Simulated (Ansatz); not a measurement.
The calculation's input:

```
crystal:
  lattice:
    - [7.3341529466, 0.0, 0.0]
    - [-3.6670764733, 6.351562767, 0.0]
    - [0.0, 0.0, 5.9284269671]
  atoms:
    - { symbol: Si, position: [0.3333333333, 0.6666666667, 0.8218619614] }
    - { symbol: Si, position: [0.6554173835, 0.8277086917, 0.0026066021] }
    - { symbol: Si, position: [0.1722913083, 0.8277086917, 0.0026066021] }
    - { symbol: Si, position: [0.1722913083, 0.3445826165, 0.0026066021] }
    - { symbol: Si, position: [0.3729098745, 0.1864549373, 0.899405827] }
    - { symbol: Si, position: [0.8135450627, 0.6270901255, 0.899405827] }
    - { symbol: Si, position: [0.8135450627, 0.1864549373, 0.899405827] }
    - { symbol: Si, position: [0.6666666667, 0.3333333333, 0.3218619614] }
    - { symbol: Si, position: [0.8277086917, 0.6554173835, 0.5026066021] }
    - { symbol: Si, position: [0.3445826165, 0.1722913083, 0.5026066021] }
    - { symbol: Si, position: [0.8277086917, 0.1722913083, 0.5026066021] }
    - { symbol: Si, position: [0.1864549373, 0.3729098745, 0.399405827] }
    - { symbol: Si, position: [0.1864549373, 0.8135450627, 0.399405827] }
    - { symbol: Si, position: [0.6270901255, 0.8135450627, 0.399405827] }
    - { symbol: "N", position: [0.3333333333, 0.6666666667, 0.5021007513] }
    - { symbol: "N", position: [0.6666666667, 0.3333333333, 0.0021007513] }
basis:
  ecutwfc: 420
kpoints:
  mp_grid: { grid: [6, 6, 6] }
  band_path:
    path:
      - [[0.0, 0.0, 0.0], [0.5, 0.0, 0.0], [0.33333333, 0.33333333, 0.0], [0.0, 0.0, 0.0], [0.0, 0.0, 0.5], [0.5, 0.0, 0.5], [0.33333333, 0.33333333, 0.5], [0.0, 0.0, 0.5]]
      - [[0.5, 0.0, 0.5], [0.5, 0.0, 0.0]]
      - [[0.33333333, 0.33333333, 0.5], [0.33333333, 0.33333333, 0.0]]
    npoints: 10
hamiltonian:
  xc: pbe
scf:
  occupations: { method: gaussian, width: 0.1 }
  n_extra_bands: 40
output:
  forces: true
  stress: true
  eigenvalues: true
  populations: true
  dos: { projected: true, de: 0.02, nscf_kmesh: { grid: [8, 8, 8] } }
  bader: false
  write_density: true
  write_potential: true
  elf: true
  volumetric_format: npy
```

Run with:

```sh
ansatz run input.yaml --threads 1 --pin off --max-ram 2560MiB --backend cpu --events-out ev --progress --plain --runs-dir out
```

Below, planes, directions and counts refer to the conventional cell (a = 7.33 Å, b = 7.33 Å, c = 5.93 Å, α = 90.00°, β = 90.00°, γ = 120.00°).

Space group P6₃mc; a generated structure, not necessarily the stable one.

Level of theory: Ansatz, DFT PBE, scalar-relativistic, plane waves, PAW.

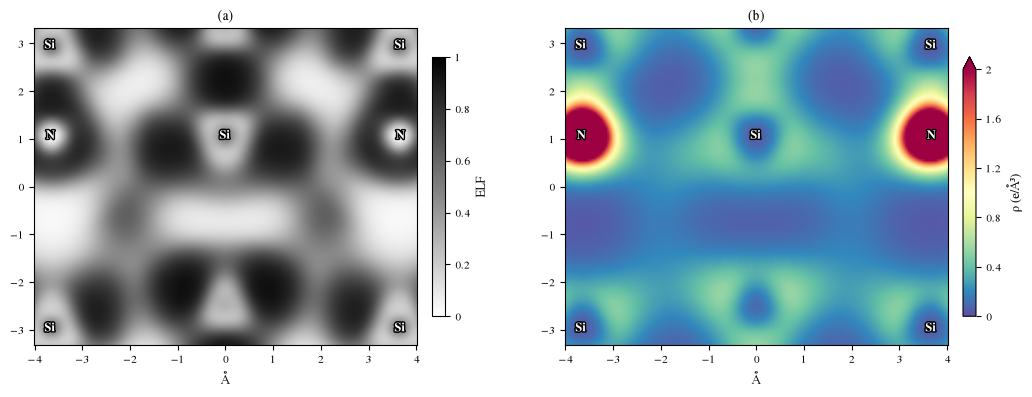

Si₇N. (a) electron localisation function; (b) valence electron density on the (100) plane of the conventional cell.

Core electrons are frozen (PAW), and the valence fields are smoothed inside the atomic spheres.

**What do the fields say about this system?**

The section cuts through Si and N sites. Atoms just off the plane (Si, 0.3 Å away) can leave unmarked features too. Si–N (1.90 Å): ρ is about 0.81 e/Å³ halfway; the ELF peaks at about 0.90 between the atoms. Between the atoms the lowest density in this plane is 0.04 e/Å³.
